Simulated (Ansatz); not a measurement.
# Nudged elastic band of AlTaNH₅ClOF₃

The run: nudged elastic band of AlTaNH₅ClOF₃. Method and program: RHF/def2-SVP (Ansatz 0.2.0).

One setting was made poor on purpose. It belongs to a series of runs on one base structure; here: band between the two ends.

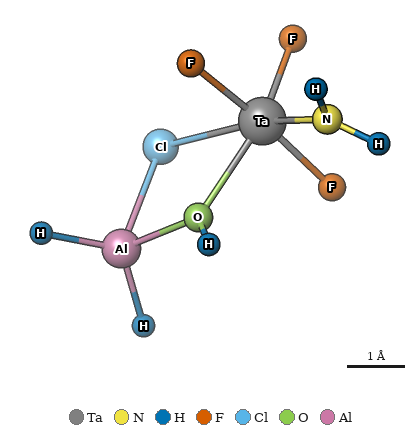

*The starting structure (ball-and-stick view, seen at a tilt). Sticks mark near contacts.*

## Input
```yaml
crystal:
  periodic: [false, false, false]
  atoms:
    - { symbol: Ta, position_ang: [0.500418, -0.241195, -0.067127] }
    - { symbol: "N", position_ang: [2.180812, 0.728619, -0.124839] }
    - { symbol: H, position_ang: [2.724926, 0.955702, 0.689842] }
    - { symbol: H, position_ang: [2.560143, 1.145749, -0.957554] }
    - { symbol: F, position_ang: [0.770024, -0.506756, 1.778126] }
    - { symbol: F, position_ang: [0.399055, -0.0886, -1.942019] }
    - { symbol: F, position_ang: [-0.810211, 1.058029, 0.208135] }
    - { symbol: Cl, position_ang: [-1.530539, -1.993056, -0.052964] }
    - { symbol: O, position_ang: [1.26894, -2.174913, -0.362213] }
    - { symbol: Al, position_ang: [0.071642, -3.621601, -0.379826] }
    - { symbol: H, position_ang: [-0.02561, -4.227923, -1.827589] }
    - { symbol: H, position_ang: [0.254443, -4.49643, 0.914013] }
    - { symbol: H, position_ang: [2.200255, -2.303823, -0.491086] }
basis:
  gaussian: { orbitals: def2-SVP }
hamiltonian:
  xc: hf
neb:
  order_check: false
  images: 5
  f_tol: 0.05
  max_iterations: 60
  initial_path: linear
  final_atoms:
    - { symbol: Ta, position_ang: [-0.07410567, -0.4409942, 0.03588744] }
    - { symbol: "N", position_ang: [2.1835109, -0.04838625, -0.45348254] }
    - { symbol: H, position_ang: [2.76768012, -0.24129626, 0.34595363] }
    - { symbol: H, position_ang: [2.28747309, 0.92977919, -0.67963243] }
    - { symbol: F, position_ang: [0.63554891, -0.43602707, 1.79599814] }
    - { symbol: F, position_ang: [-0.17938141, -0.26546768, -1.85002293] }
    - { symbol: F, position_ang: [0.02040112, 1.46560998, 0.10517142] }
    - { symbol: Cl, position_ang: [-2.34527161, -0.6336912, 0.53387982] }
    - { symbol: O, position_ang: [0.36115925, -2.26631583, -0.14603194] }
    - { symbol: Al, position_ang: [0.68619385, -3.94032962, -0.30759078] }
    - { symbol: H, position_ang: [2.1586504, -4.32559821, -0.71133423] }
    - { symbol: H, position_ang: [-0.46254616, -4.97525819, -0.0507569] }
    - { symbol: H, position_ang: [2.52498522, -0.58822267, -1.23313971] }
```

Command:
```bash
ansatz run input.yaml --threads 4 --pin off --max-ram 5120MiB --backend cpu --events-out ev --progress --plain --runs-dir out
```

## Log
```
Engine: ansatz 0.2.0, x86_64-unknown-linux-gnu
Functional definition: HF
  exchange = exact_x
  correlation = 0
1675 factors; integrals over basis functions are off by at most 3.8e-4 eV
mean field evaluation 1: about -32323.2413 eV, gradient 6.7e1 eV
mean field evaluation 2: about -32323.4402 eV, gradient 6.7e1 eV
mean field evaluation 4: about -32331.8184 eV, gradient 4.3e0 eV
mean field evaluation 8: about -32331.9077 eV, gradient 6.1e-1 eV
mean field -32331.90857603 eV, -1188.1757248142 hartree, gradient 2.3e-5 eV, S^2 0.000000; 0 other end points of the search recorded, 0 dependent functions left out
the calculation of the forces begins
reference -32331.90857603 eV, -1188.1757248142 hartree; 45, 45 occupied and 118, 118 virtual orbitals, 1675 factors
1674 factors; integrals over basis functions are off by at most 9.9e-4 eV
mean field evaluation 16: about -32322.8772 eV, gradient 6.9e1 eV
mean field -32332.27080569 eV, -1188.1890365090 hartree, gradient 1.1e-5 eV, S^2 0.000000; 0 other end points of the search recorded, 0 dependent functions left out
[... from here on the field's lines of each further geometry are left out, up to the last ...]
NEB iter   1: max|band force component| = 8.977e0 eV/Å  barrier→ = 7.8826 eV  barrier← = 8.2448 eV  Δτ_max = 0.2000 Å  (277 SCF iters)
NEB iter   2: max|band force component| = 5.027e0 eV/Å  barrier→ = 3.6529 eV  barrier← = 4.0151 eV  Δτ_max = 0.2000 Å  (212 SCF iters)
NEB iter   3: max|band force component| = 8.436e0 eV/Å  barrier→ = 1.9440 eV  barrier← = 2.3062 eV  Δτ_max = 0.1008 Å  (208 SCF iters)
NEB iter   4: max|band force component| = 3.678e0 eV/Å  barrier→ = 1.3404 eV  barrier← = 1.7027 eV  Δτ_max = 0.2000 Å  (194 SCF iters)
NEB iter   5: max|band force component| = 4.608e0 eV/Å  barrier→ = 1.0043 eV  barrier← = 1.3665 eV  Δτ_max = 0.1011 Å  (193 SCF iters)
NEB iter   6: max|band force component| = 1.176e0 eV/Å  barrier→ = 0.9341 eV  barrier← = 1.2963 eV  Δτ_max = 0.1240 Å  (196 SCF iters)
NEB iter   7: max|band force component| = 7.226e-1 eV/Å  barrier→ = 0.9146 eV  barrier← = 1.2769 eV  Δτ_max = 0.1689 Å  (197 SCF iters)
NEB iter   8: max|band force component| = 4.565e-1 eV/Å  barrier→ = 0.9069 eV  barrier← = 1.2691 eV  CI = image 2  Δτ_max = 0.1989 Å  (198 SCF iters)
NEB iter   9: max|band force component| = 1.017e0 eV/Å  barrier→ = 1.1700 eV  barrier← = 1.5323 eV  CI = image 2  Δτ_max = 0.1008 Å  (200 SCF iters)
NEB iter  10: max|band force component| = 1.088e0 eV/Å  barrier→ = 1.2271 eV  barrier← = 1.5893 eV  CI = image 2  Δτ_max = 0.1998 Å  (198 SCF iters)
NEB iter  11: max|band force component| = 9.221e-1 eV/Å  barrier→ = 1.5335 eV  barrier← = 1.8957 eV  CI = image 2  Δτ_max = 0.1621 Å  (200 SCF iters)
NEB iter  12: max|band force component| = 1.288e0 eV/Å  barrier→ = 1.6201 eV  barrier← = 1.9823 eV  CI = image 2  Δτ_max = 0.0741 Å  (199 SCF iters)
NEB iter  13: max|band force component| = 5.589e-1 eV/Å  barrier→ = 1.5635 eV  barrier← = 1.9257 eV  CI = image 2  Δτ_max = 0.0528 Å  (197 SCF iters)
NEB iter  14: max|band force component| = 2.151e-1 eV/Å  barrier→ = 1.5422 eV  barrier← = 1.9044 eV  CI = image 2  Δτ_max = 0.0502 Å  (201 SCF iters)
NEB iter  15: max|band force component| = 2.657e-1 eV/Å  barrier→ = 1.5417 eV  barrier← = 1.9039 eV  CI = image 2  Δτ_max = 0.0227 Å  (202 SCF iters)
NEB iter  16: max|band force component| = 1.099e-1 eV/Å  barrier→ = 1.5403 eV  barrier← = 1.9025 eV  CI = image 2  Δτ_max = 0.0173 Å  (204 SCF iters)
the calculation of the forces begins
reference -32332.26074907 eV, -1188.1886669348 hartree; 45, 45 occupied and 118, 118 virtual orbitals, 1675 factors
1675 factors; integrals over basis functions are off by at most 1.2e-3 eV
mean field evaluation 928: about -32330.3690 eV, gradient 3.0e-3 eV
mean field -32330.36903054 eV, -1188.1191475610 hartree, gradient 1.6e-5 eV, S^2 0.000000; 1 other end points of the search recorded, 0 dependent functions left out
the calculation of the forces begins
reference -32330.36903054 eV, -1188.1191475610 hartree; 45, 45 occupied and 118, 118 virtual orbitals, 1675 factors
NEB iter  17: max|band force component| = 4.605e-2 eV/Å  barrier→ = 1.5395 eV  barrier← = 1.9018 eV  CI = image 2  Δτ_max = 0.0000 Å  (530 SCF iters)
```

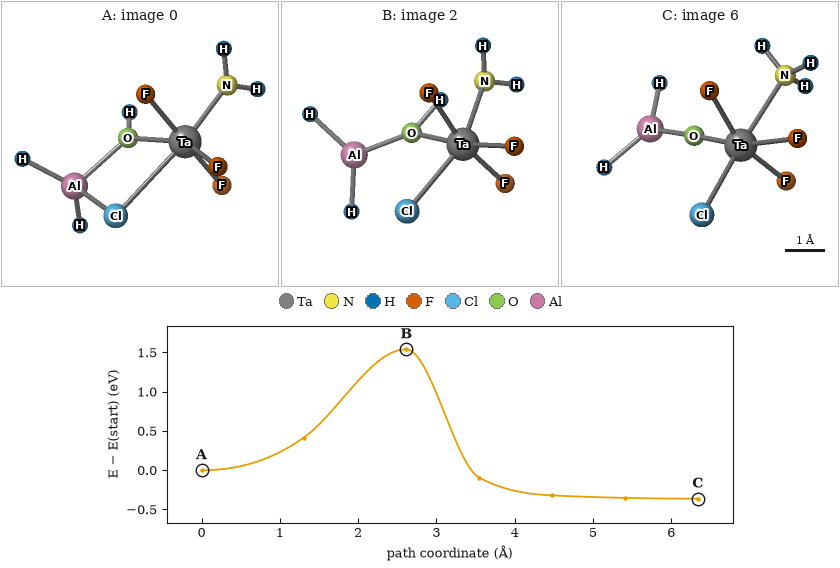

*Images of the last band (counted from 0; ball-and-stick, seen at a tilt) above the energy along the path; the line is a cubic interpolation that uses the forces.*

The highest image is number 2, 1.540 eV above the start and 1.902 eV above the end (the climbing image); the end lies 0.362 eV below the start. The path is 6.34 Å long. The band converged in 17 iterations.

```
Total energy: -32330.36903054 eV, -1188.1191475610 hartree
Atom 0 at     0.051373    -0.236024     0.038490 Å, force    -0.015656     0.005081     0.010881 eV/Å
Atom 1 at     2.147048     0.030549    -0.319660 Å, force     0.034012     0.021636    -0.010857 eV/Å
Atom 2 at     2.728171     0.346865     0.439800 Å, force    -0.017755    -0.027502     0.020704 eV/Å
Atom 3 at     2.424603     0.496547    -1.168383 Å, force    -0.018849    -0.015059    -0.010396 eV/Å
Atom 4 at     0.546190    -0.307057     1.854406 Å, force     0.009262     0.006510     0.002269 eV/Å
Atom 5 at    -0.078466     0.021948    -1.825252 Å, force     0.003382    -0.001671    -0.005038 eV/Å
Atom 6 at    -0.578766     1.499473     0.305064 Å, force    -0.006005     0.009442    -0.000162 eV/Å
Atom 7 at    -1.908022    -1.549803     0.207876 Å, force    -0.002071     0.000717    -0.003086 eV/Å
Atom 8 at     1.049810    -2.048243    -0.285679 Å, force     0.000999    -0.048437    -0.008904 eV/Å
Atom 9 at     0.787267    -3.761339    -0.444194 Å, force     0.013645     0.005859     0.007535 eV/Å
Atom 10 at     1.240591    -4.405464    -1.800604 Å, force    -0.008541    -0.001937    -0.004429 eV/Å
Atom 11 at     0.228142    -4.546858     0.787590 Å, force    -0.003398     0.002797    -0.001948 eV/Å
Atom 12 at     1.926358    -1.306790    -0.404556 Å, force     0.010976     0.042564     0.003432 eV/Å
Dipole moment:     0.862680    -0.342468    -0.173864 e Å
this run last wrote the band of iteration 17 to [file]
```

## The last band as extended XYZ (Å, eV, eV/Å)
```
13
Properties=species:S:1:pos:R:3:forces:R:3 image=0 energy=-32331.90858
Ta    0.5004   -0.2412   -0.0671   -0.0006   0.0020   0.0030
N     2.1808    0.7286   -0.1248   -0.0018   0.0010  -0.0022
H     2.7249    0.9557    0.6898    0.0003   0.0003   0.0017
H     2.5601    1.1457   -0.9576   -0.0004  -0.0001  -0.0022
F     0.7700   -0.5068    1.7781   -0.0007   0.0020   0.0004
F     0.3991   -0.0886   -1.9420   -0.0001   0.0008  -0.0010
F    -0.8102    1.0580    0.2081    0.0016   0.0031   0.0006
Cl   -1.5305   -1.9931   -0.0530    0.0011   0.0006   0.0004
O     1.2689   -2.1749   -0.3622   -0.0002  -0.0110  -0.0010
Al    0.0716   -3.6216   -0.3798    0.0023  -0.0029  -0.0009
H    -0.0256   -4.2279   -1.8276    0.0003   0.0010   0.0023
H     0.2544   -4.4964    0.9140   -0.0005   0.0001  -0.0042
H     2.2003   -2.3038   -0.4911   -0.0013   0.0031   0.0030
13
Properties=species:S:1:pos:R:3:forces:R:3 image=1 energy=-32331.49154
Ta    0.2767   -0.1589    0.0166    0.1459   0.0372  -0.0247
N     2.1055    0.4767   -0.2363   -0.0358   0.2851   0.0418
H     2.7908    0.5348    0.4956    0.0251   0.1341   0.0323
H     2.4829    0.7106   -1.1375    0.0309   0.1372   0.0114
F     0.5752   -0.3737    1.8632    0.0070  -0.0250  -0.0004
F     0.0260   -0.0039   -1.8462    0.0626  -0.0352  -0.0272
F    -0.7579    1.3635    0.3368   -0.1333  -0.0848  -0.0061
Cl   -1.5516   -1.9727   -0.0178    0.2193  -0.2758  -0.1468
O     1.2196   -2.0497   -0.2536    0.1196   0.0003   0.0253
Al    0.3517   -3.6348   -0.4073   -0.2632   0.0722   0.0467
H     0.7071   -4.2323   -1.8264   -0.3118   0.0985   0.0112
H     0.2105   -4.5344    0.8634    0.0066   0.0141   0.0700
H     2.1278   -1.8914   -0.4656    0.1270  -0.3580  -0.0334
13
Properties=species:S:1:pos:R:3:forces:R:3 image=2 energy=-32330.36903
Ta    0.0514   -0.2360    0.0385   -0.0157   0.0051   0.0109
N     2.1470    0.0305   -0.3197    0.0340   0.0216  -0.0109
H     2.7282    0.3469    0.4398   -0.0178  -0.0275   0.0207
H     2.4246    0.4965   -1.1684   -0.0188  -0.0151  -0.0104
F     0.5462   -0.3071    1.8544    0.0093   0.0065   0.0023
F    -0.0785    0.0219   -1.8253    0.0034  -0.0017  -0.0050
F    -0.5788    1.4995    0.3051   -0.0060   0.0094  -0.0002
Cl   -1.9080   -1.5498    0.2079   -0.0021   0.0007  -0.0031
O     1.0498   -2.0482   -0.2857    0.0010  -0.0484  -0.0089
Al    0.7873   -3.7613   -0.4442    0.0136   0.0059   0.0075
H     1.2406   -4.4055   -1.8006   -0.0085  -0.0019  -0.0044
H     0.2281   -4.5469    0.7876   -0.0034   0.0028  -0.0019
H     1.9264   -1.3068   -0.4046    0.0110   0.0426   0.0034
13
Properties=species:S:1:pos:R:3:forces:R:3 image=3 energy=-32332.00324
Ta   -0.0470   -0.4396    0.0149   -0.0534  -0.1464  -0.0091
N     2.1778    0.0695   -0.3487    0.0123   0.0275  -0.0155
H     2.6802    0.4725    0.4256   -0.0187   0.0557   0.0147
H     2.3752    0.5890   -1.1889   -0.0182   0.0649   0.0095
F     0.5571   -0.3787    1.8088    0.0101  -0.0657  -0.0182
F    -0.0840   -0.1004   -1.8487    0.0063  -0.0605  -0.0028
F    -0.4405    1.4094    0.2284    0.1080  -0.0563  -0.0248
Cl   -2.1799   -1.3577    0.2884   -0.1798   0.1406   0.0478
O     0.7521   -2.1474   -0.2539   -0.2133  -0.0692   0.0227
Al    0.7486   -3.8547   -0.3893   -0.0367  -0.0487   0.0062
H     1.2973   -4.4717   -1.7257    0.0167  -0.0265   0.0116
H     0.2522   -4.6701    0.8514    0.0001  -0.0921   0.0023
H     2.4752   -0.8863   -0.4775    0.3667   0.2768  -0.0445
13
Properties=species:S:1:pos:R:3:forces:R:3 image=4 energy=-32332.22923
Ta   -0.0620   -0.5189    0.0210    0.0040  -0.0017  -0.0102
N     2.1422    0.1260   -0.4150   -0.0065  -0.0116  -0.0088
H     2.5475    0.5547    0.4032   -0.0032   0.0165  -0.0099
H     2.1622    0.7984   -1.1664   -0.0077   0.0246   0.0141
F     0.6095   -0.4699    1.7943    0.0033  -0.0057  -0.0041
F    -0.1559   -0.2956   -1.8605   -0.0034  -0.0103   0.0111
F    -0.2018    1.3807    0.1445    0.0213  -0.0033  -0.0037
Cl   -2.3038   -1.0199    0.4472   -0.0037   0.0216   0.0066
O     0.5731   -2.2827   -0.1927   -0.0286  -0.0113   0.0122
Al    0.7719   -3.9805   -0.3324    0.0062  -0.0085  -0.0031
H     1.6537   -4.5032   -1.5235    0.0228   0.0000   0.0089
H     0.1052   -4.9021    0.7464   -0.0134  -0.0158  -0.0096
H     2.7225   -0.6532   -0.6811    0.0088   0.0054  -0.0035
13
Properties=species:S:1:pos:R:3:forces:R:3 image=5 energy=-32332.26075
Ta   -0.1049   -0.5260    0.0580   -0.0047  -0.0092  -0.0063
N     2.0785    0.0999   -0.5118   -0.0049   0.0004  -0.0175
H     2.5830    0.3759    0.3170    0.0059  -0.0044  -0.0021
H     2.0404    0.8968   -1.1291   -0.0050   0.0063   0.0088
F     0.6634   -0.4380    1.7909    0.0002   0.0007   0.0074
F    -0.2868   -0.3723   -1.8237   -0.0082  -0.0047   0.0014
F    -0.2032    1.3799    0.1222    0.0089   0.0037  -0.0023
Cl   -2.3307   -0.9413    0.6237    0.0010   0.0036   0.0036
O     0.4933   -2.3050   -0.1270    0.0037   0.0176   0.0120
Al    0.8844   -3.9666   -0.2743   -0.0063  -0.0141  -0.0231
H     2.1793   -4.3088   -1.1006    0.0131   0.0044   0.0194
H    -0.0351   -5.0342    0.4125   -0.0035  -0.0005  -0.0054
H     2.6026   -0.6266   -0.9730   -0.0002  -0.0039   0.0042
13
Properties=species:S:1:pos:R:3:forces:R:3 image=6 energy=-32332.27081
Ta   -0.1346   -0.5264    0.0629   -0.0004  -0.0031  -0.0029
N     2.0355    0.0738   -0.5860    0.0150   0.0023   0.0037
H     2.6838   -0.0220    0.1808   -0.0100   0.0010  -0.0138
H     2.0219    1.0464   -0.8558    0.0006  -0.0149   0.0034
F     0.6754   -0.3695    1.7720    0.0013   0.0007   0.0017
F    -0.3713   -0.4474   -1.8176   -0.0002   0.0000   0.0006
F    -0.2375    1.3810    0.0528   -0.0006   0.0020   0.0000
Cl   -2.3386   -0.9289    0.7137    0.0007   0.0005  -0.0009
O     0.4788   -2.3036   -0.0766   -0.0043   0.0097  -0.0029
Al    0.9681   -3.9409   -0.1945    0.0096  -0.0115   0.0053
H     2.4460   -4.1905   -0.6775   -0.0070   0.0011  -0.0001
H    -0.0476   -5.0758    0.1755    0.0013   0.0015  -0.0022
H     2.3843   -0.4625   -1.3649   -0.0061   0.0107   0.0082
```

## Key numbers

| quantity | value |
| --- | --- |
| outcome | converged |
| barrier, forward | 1.540 eV |
| barrier, backward | 1.902 eV |
| hardware | 4 threads of Intel Xeon (Granite Rapids), 32 GiB of memory available, shared host |
| wall time | 2.5 min (CPU time 9.2 min) |
| peak memory | 0.54 GiB |

A deliberately poor setting: straight start. The order of the saddle point was not checked.
